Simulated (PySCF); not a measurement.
**Property calculation, with input and output: SiCl2F (part 1 of 2)**

- system: SiCl2F, multiplicity 2
- method: PBE/aug-cc-pVDZ, UKS (PySCF 2.14.0)

The geometry comes from this level: GFN2-xTB.

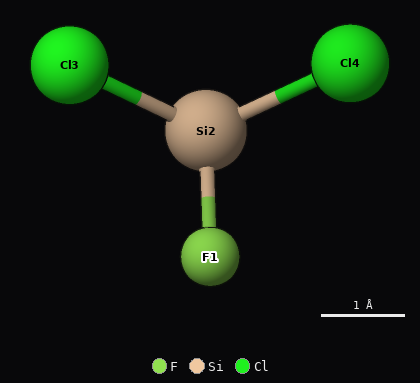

**Figure 1.** The structure (ball-and-stick view, seen on its broad side; atoms are numbered from 1 in the order of the input). Bond lengths as drawn: Cl–Si 2.01 Å and F–Si 1.62 Å.

The input (input.py):
```python
from pyscf import gto, dft

mol = gto.M(
    atom='F 1.188320 -0.376450 0.907180; Si 0.062910 -0.422220 -0.255610; Cl -1.686390 -0.399210 0.731740; Cl 0.435160 1.197870 -1.383320',
    spin=1,
    verbose=4,
    max_memory=1860,
    basis='aug-cc-pvdz',
    charge=0,
)

mf = dft.UKS(mol, xc='pbe')
mf.conv_tol = 1e-10
mf.grids.level = 4
mf.kernel()
if not mf.converged:
    mf = mf.newton().run(mf.mo_coeff, mf.mo_occ)

e_tot = mf.e_tot
print(f'total energy: {e_tot:.8f} hartree')
mf.analyze()
quad = mf.quad_moment()
```

Run on 1 thread of Intel Xeon @ 2.50GHz (Skylake/Cascade Lake), 16 GiB of memory available, shared host.

Command:
```bash
OMP_NUM_THREADS=1 python input.py
```

Output:
```
PySCF version 2.14.0

[INPUT] num. atoms = 4
[INPUT] num. electrons = 57
[INPUT] charge = 0
[INPUT] spin (= nelec alpha-beta = 2S) = 1
[INPUT] symmetry False subgroup None
[INPUT] Mole.unit = angstrom
[INPUT] Symbol           X                Y                Z      unit          X                Y                Z       unit  Magmom
[INPUT]  1 F      1.188320000000  -0.376450000000   0.907180000000 AA    2.245599348343  -0.711387399593   1.714321745683 Bohr   0.0
[INPUT]  2 Si     0.062910000000  -0.422220000000  -0.255610000000 AA    0.118882670496  -0.797880164314  -0.483032894700 Bohr   0.0
[INPUT]  3 Cl    -1.686390000000  -0.399210000000   0.731740000000 AA   -3.186815239205  -0.754397566188   1.382788194389 Bohr   0.0
[INPUT]  4 Cl     0.435160000000   1.197870000000  -1.383320000000 AA    0.822333220366   2.263646232833  -2.614095942633 Bohr   0.0

nuclear repulsion = 267.85606695077
number of shells = 32
number of NR pGTOs = 185
number of NR cGTOs = 104
basis = aug-cc-pvdz
ecp = {}

******** <class 'pyscf.dft.uks.UKS'> ********
method = UKS
initial guess = minao
damping factor = 0
level_shift factor = 0
DIIS = <class 'pyscf.scf.diis.CDIIS'>
diis_start_cycle = 1
diis_space = 8
diis_damp = 0
SCF conv_tol = 1e-10
SCF conv_tol_grad = None
SCF max_cycles = 50
direct_scf = True
direct_scf_tol = 1e-13
number electrons alpha = 29  beta = 28
XC library pyscf.dft.libxc version 7.0.0
    S. Lehtola, C. Steigemann, M. J.T. Oliveira, and M. A.L. Marques.,  SoftwareX 7, 1–5 (2018)
XC functionals = pbe
    J. P. Perdew, K. Burke, and M. Ernzerhof.,  Phys. Rev. Lett. 77, 3865 (1996)
    J. P. Perdew, K. Burke, and M. Ernzerhof.,  Phys. Rev. Lett. 78, 1396 (1997)
    J. P. Perdew, K. Burke, and M. Ernzerhof.,  Phys. Rev. Lett. 77, 3865 (1996)
    J. P. Perdew, K. Burke, and M. Ernzerhof.,  Phys. Rev. Lett. 78, 1396 (1997)
radial grids:
    Treutler-Ahlrichs [JCP 102, 346 (1995); DOI:10.1063/1.469408] (M4) radial grids

becke partition: Becke, JCP 88, 2547 (1988); DOI:10.1063/1.454033
pruning grids: <function nwchem_prune>
grids dens level: 4
symmetrized grids: False
atomic radii adjust function: <function treutler_atomic_radii_adjust>
small_rho_cutoff = 0
Set gradient conv threshold to 1e-05
tot grids = 115136
init E= -1309.68149904143
  alpha nocc = 29  HOMO = -0.190016409480415  LUMO = -0.0320037236249195
  beta  nocc = 28  HOMO = -0.3442799331229  LUMO = -0.190016409480415

WARN: HOMO -0.190016409480415 >= LUMO -0.190016409480415

cycle= 1 E= -1309.17895642022  delta_E= 0.503  |g|= 0.405  |ddm|= 1.54
  alpha nocc = 29  HOMO = -0.223682171431082  LUMO = -0.0316785378790199
  beta  nocc = 28  HOMO = -0.246571598309008  LUMO = -0.177896833636324
  HOMO = -0.223682171431  LUMO = -0.177896833636  gap/eV = 1.24588
cycle= 2 E= -1308.86052833779  delta_E= 0.318  |g|= 1.02  |ddm|= 1.07
  alpha nocc = 29  HOMO = -0.223125455244289  LUMO = -0.0220370890465205
  beta  nocc = 28  HOMO = -0.296135623452864  LUMO = -0.167981152677218
  HOMO = -0.223125455244  LUMO = -0.167981152677  gap/eV = 1.50055
cycle= 3 E= -1309.24212366909  delta_E= -0.382  |g|= 0.11  |ddm|= 0.735
  alpha nocc = 29  HOMO = -0.22099924432137  LUMO = -0.0235176905569912
  beta  nocc = 28  HOMO = -0.313575765568679  LUMO = -0.163004825902391
  HOMO = -0.220999244321  LUMO = -0.163004825902  gap/eV = 1.57811
cycle= 4 E= -1309.24775760535  delta_E= -0.00563  |g|= 0.0472  |ddm|= 0.163
  alpha nocc = 29  HOMO = -0.226206850094458  LUMO = -0.0253652262533617
  beta  nocc = 28  HOMO = -0.31153966522316  LUMO = -0.165652789134374
  HOMO = -0.226206850094  LUMO = -0.165652789134  gap/eV = 1.64776
cycle= 5 E= -1309.24886312392  delta_E= -0.00111  |g|= 0.0138  |ddm|= 0.0497
  alpha nocc = 29  HOMO = -0.224412128923639  LUMO = -0.0236019122588385
  beta  nocc = 28  HOMO = -0.309921202807564  LUMO = -0.163027261882628
  HOMO = -0.224412128924  LUMO = -0.163027261883  gap/eV = 1.67037
cycle= 6 E= -1309.24897977179  delta_E= -0.000117  |g|= 0.0022  |ddm|= 0.0133
  alpha nocc = 29  HOMO = -0.224673335095242  LUMO = -0.0238497471481098
  beta  nocc = 28  HOMO = -0.310113027197664  LUMO = -0.162981360651848
  HOMO = -0.224673335095  LUMO = -0.162981360652  gap/eV = 1.67872
cycle= 7 E= -1309.24898217944  delta_E= -2.41e-06  |g|= 0.000502  |ddm|= 0.00271
  alpha nocc = 29  HOMO = -0.224690320169453  LUMO = -0.0237991579129142
  beta  nocc = 28  HOMO = -0.310054346852697  LUMO = -0.162914757500748
  HOMO = -0.224690320169  LUMO = -0.162914757501  gap/eV = 1.68100
cycle= 8 E= -1309.24898232496  delta_E= -1.46e-07  |g|= 0.000193  |ddm|= 0.000772
  alpha nocc = 29  HOMO = -0.224687712256272  LUMO = -0.0237950891922623
  beta  nocc = 28  HOMO = -0.310045997264559  LUMO = -0.162889844129683
  HOMO = -0.224687712256  LUMO = -0.16288984413  gap/eV = 1.68161
cycle= 9 E= -1309.24898234547  delta_E= -2.05e-08  |g|= 4.83e-05  |ddm|= 0.000206
  alpha nocc = 29  HOMO = -0.224692572163892  LUMO = -0.0237970117983517
  beta  nocc = 28  HOMO = -0.310048192266174  LUMO = -0.162891363635599
  HOMO = -0.224692572164  LUMO = -0.162891363636  gap/eV = 1.68170
cycle= 10 E= -1309.24898234653  delta_E= -1.06e-09  |g|= 6e-06  |ddm|= 5.99e-05
  alpha nocc = 29  HOMO = -0.224692241120156  LUMO = -0.0237968848174805
  beta  nocc = 28  HOMO = -0.310047932630686  LUMO = -0.162890334265677
  HOMO = -0.22469224112  LUMO = -0.162890334266  gap/eV = 1.68172
cycle= 11 E= -1309.24898234654  delta_E= -1.68e-11  |g|= 3.19e-06  |ddm|= 7.64e-06
  alpha nocc = 29  HOMO = -0.224692298761323  LUMO = -0.0237966658324229
  beta  nocc = 28  HOMO = -0.310047568332343  LUMO = -0.162890286306614
  HOMO = -0.224692298761  LUMO = -0.162890286307  gap/eV = 1.68172
```

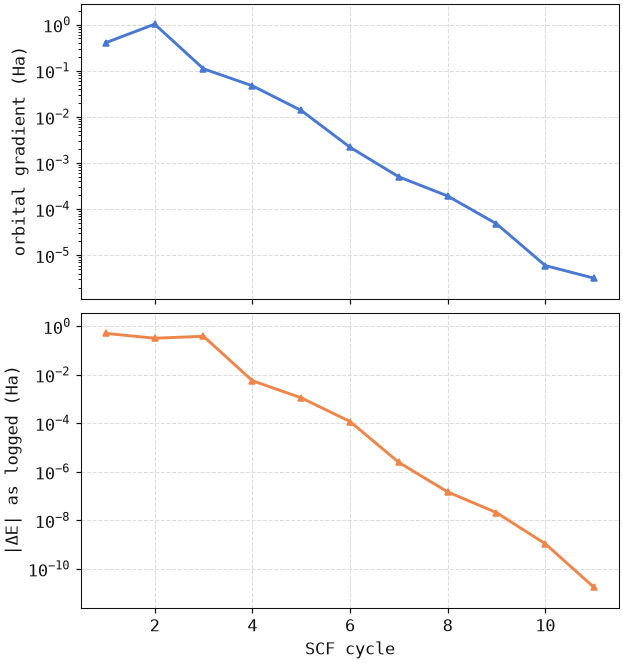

**Figure 2.** Convergence of the self-consistent field: orbital gradient and size of the energy change against the SCF cycle. The residual comes down, with one marked jump up, by a factor of about 2.5, at step 2.

```
Extra cycle  E= -1309.24898234654  delta_E= 8.19e-12  |g|= 4.9e-06  |ddm|= 6.78e-06
converged SCF energy = -1309.24898234654  <S^2> = 0.75159353  2S+1 = 2.0015929
total energy: -1309.24898235 hartree
**** SCF Summaries ****
Total Energy =                       -1309.248982346536650
Nuclear Repulsion Energy =             267.856066950770128
One-electron Energy =                -2344.317113558061010
Two-electron Energy =                  767.212064260754346
Two-electron Coulomb Energy =          854.530746800445286
DFT Exchange-Correlation Energy =      -87.318682539690982
HOMO-LUMO gap [eV] =                     1.681718417717945
**** MO energy ****
                             alpha | beta                alpha | beta
MO #1   energy= -100.707840801409  | -100.707027587231  occ= 1 | 1
MO #2   energy= -100.707830354407  | -100.707017385987  occ= 1 | 1
MO #3   energy= -65.5549627126342  | -65.5524129241218  occ= 1 | 1
MO #4   energy= -24.3005042326086  | -24.2985967327384  occ= 1 | 1
MO #5   energy= -9.20961840878561  | -9.20878562776853  occ= 1 | 1
MO #6   energy= -9.20961108914292  | -9.20877858155992  occ= 1 | 1
MO #7   energy= -7.03186561787782  | -7.03009688005212  occ= 1 | 1
MO #8   energy= -7.03185972687233  | -7.03009135998765  occ= 1 | 1
MO #9   energy= -7.02449422352919  | -7.02352250182935  occ= 1 | 1
MO #10  energy= -7.02448610643287  | -7.02351457393094  occ= 1 | 1
MO #11  energy= -7.02390032541263  | -7.02333111547254  occ= 1 | 1
MO #12  energy= -7.02389180030902  | -7.02332303888016  occ= 1 | 1
MO #13  energy= -5.17526518073558  | -5.1717861665408   occ= 1 | 1
MO #14  energy= -3.58791289453317  | -3.58489516859783  occ= 1 | 1
MO #15  energy= -3.58723776174351  | -3.5844654368358   occ= 1 | 1
MO #16  energy= -3.58701835709282  | -3.58076709254058  occ= 1 | 1
MO #17  energy= -1.1123949313014   | -1.10856632623823  occ= 1 | 1
MO #18  energy= -0.805413266921036 | -0.800666413194867 occ= 1 | 1
MO #19  energy= -0.784717231021732 | -0.780189125544181 occ= 1 | 1
MO #20  energy= -0.517759487864962 | -0.508726346936379 occ= 1 | 1
MO #21  energy= -0.435629404932023 | -0.4292529445355   occ= 1 | 1
MO #22  energy= -0.426728547288889 | -0.42251776867639  occ= 1 | 1
MO #23  energy= -0.408261755379177 | -0.399784756791712 occ= 1 | 1
MO #24  energy= -0.374543250040802 | -0.370199603046799 occ= 1 | 1
MO #25  energy= -0.346705593563416 | -0.340990646690072 occ= 1 | 1
MO #26  energy= -0.331716356542358 | -0.32891983259888  occ= 1 | 1
MO #27  energy= -0.32031674752055  | -0.317037247928701 occ= 1 | 1
MO #28  energy= -0.311914306639595 | -0.310047568332343 occ= 1 | 1
MO #29  energy= -0.224692298761323 | -0.162890286306614 occ= 1 | 0
MO #30  energy= -0.0413364173144615 | -0.0237966658324229 occ= 0 | 0
MO #31  energy= -0.0193656573267354 | -0.0121727138282903 occ= 0 | 0
MO #32  energy= -0.0155820369689956 | -0.000954829087906894 occ= 0 | 0
MO #33  energy= -0.00253559098334755 | 0.00658856415021258 occ= 0 | 0
MO #34  energy= 0.018749226599744  | 0.0284383343683627 occ= 0 | 0
MO #35  energy= 0.0318765182629267 | 0.0373998665347024 occ= 0 | 0
MO #36  energy= 0.0343508769636225 | 0.0482075527254526 occ= 0 | 0
MO #37  energy= 0.0560075134629754 | 0.0621603219208771 occ= 0 | 0
MO #38  energy= 0.0670626935115477 | 0.0713175356934066 occ= 0 | 0
MO #39  energy= 0.076218601701922  | 0.0783158711772254 occ= 0 | 0
MO #40  energy= 0.0816846477612856 | 0.0862742820947622 occ= 0 | 0
MO #41  energy= 0.0880068731082524 | 0.0937202382532574 occ= 0 | 0
MO #42  energy= 0.112850324304758  | 0.115575051817288  occ= 0 | 0
MO #43  energy= 0.117456316364199  | 0.124327118346701  occ= 0 | 0
MO #44  energy= 0.129211819911862  | 0.143064636797808  occ= 0 | 0
MO #45  energy= 0.150584515852441  | 0.152853813736358  occ= 0 | 0
MO #46  energy= 0.155224782433248  | 0.161965362390869  occ= 0 | 0
MO #47  energy= 0.159802299316086  | 0.165506208397781  occ= 0 | 0
MO #48  energy= 0.194610404909677  | 0.20816211107595   occ= 0 | 0
MO #49  energy= 0.207579530038713  | 0.21146350126042   occ= 0 | 0
MO #50  energy= 0.209128074908468  | 0.214923608142749  occ= 0 | 0
MO #51  energy= 0.217879574624965  | 0.222699448283997  occ= 0 | 0
MO #52  energy= 0.246370273297007  | 0.249395725934986  occ= 0 | 0
MO #53  energy= 0.287859978533752  | 0.292803273638926  occ= 0 | 0
MO #54  energy= 0.29230156850069   | 0.294711502360083  occ= 0 | 0
MO #55  energy= 0.293744621872222  | 0.315349505782441  occ= 0 | 0
MO #56  energy= 0.309558828518935  | 0.324775915603588  occ= 0 | 0
MO #57  energy= 0.318774361119466  | 0.331216908337781  occ= 0 | 0
MO #58  energy= 0.333038873996691  | 0.342099668567092  occ= 0 | 0
MO #59  energy= 0.373032041363222  | 0.38207087487406   occ= 0 | 0
MO #60  energy= 0.380413809774905  | 0.387538703668745  occ= 0 | 0
MO #61  energy= 0.395896269993607  | 0.410030408665398  occ= 0 | 0
MO #62  energy= 0.403555612276487  | 0.411387494342296  occ= 0 | 0
MO #63  energy= 0.417250184479074  | 0.423788022288176  occ= 0 | 0
MO #64  energy= 0.441780254588315  | 0.44976945121082   occ= 0 | 0
MO #65  energy= 0.513611482526451  | 0.532815392837104  occ= 0 | 0
MO #66  energy= 0.547786734079382  | 0.563444767498198  occ= 0 | 0
MO #67  energy= 0.552688013263244  | 0.56821560413516   occ= 0 | 0
MO #68  energy= 0.571945992610923  | 0.589223365354668  occ= 0 | 0
MO #69  energy= 0.598805916147942  | 0.62166318335035   occ= 0 | 0
MO #70  energy= 0.646052617242246  | 0.659055566698113  occ= 0 | 0
MO #71  energy= 0.695367894831546  | 0.702536120069183  occ= 0 | 0
MO #72  energy= 0.712818556262023  | 0.721371658682449  occ= 0 | 0
MO #73  energy= 0.719891732423149  | 0.734848407319797  occ= 0 | 0
MO #74  energy= 0.746371700972709  | 0.751492447798972  occ= 0 | 0
MO #75  energy= 0.755114315043878  | 0.758602924401632  occ= 0 | 0
MO #76  energy= 0.845536088127703  | 0.849820348653882  occ= 0 | 0
MO #77  energy= 0.855706316543707  | 0.858890462335906  occ= 0 | 0
MO #78  energy= 0.868419884792759  | 0.874045777792604  occ= 0 | 0
MO #79  energy= 1.04920222125237   | 1.05226743613525   occ= 0 | 0
MO #80  energy= 1.05468370888592   | 1.06115987610738   occ= 0 | 0
MO #81  energy= 1.08686585863339   | 1.09003478481637   occ= 0 | 0
MO #82  energy= 1.09306374531634   | 1.09577472298443   occ= 0 | 0
MO #83  energy= 1.10100633631265   | 1.10404181392804   occ= 0 | 0
MO #84  energy= 1.1196614187211    | 1.12224231581437   occ= 0 | 0
```
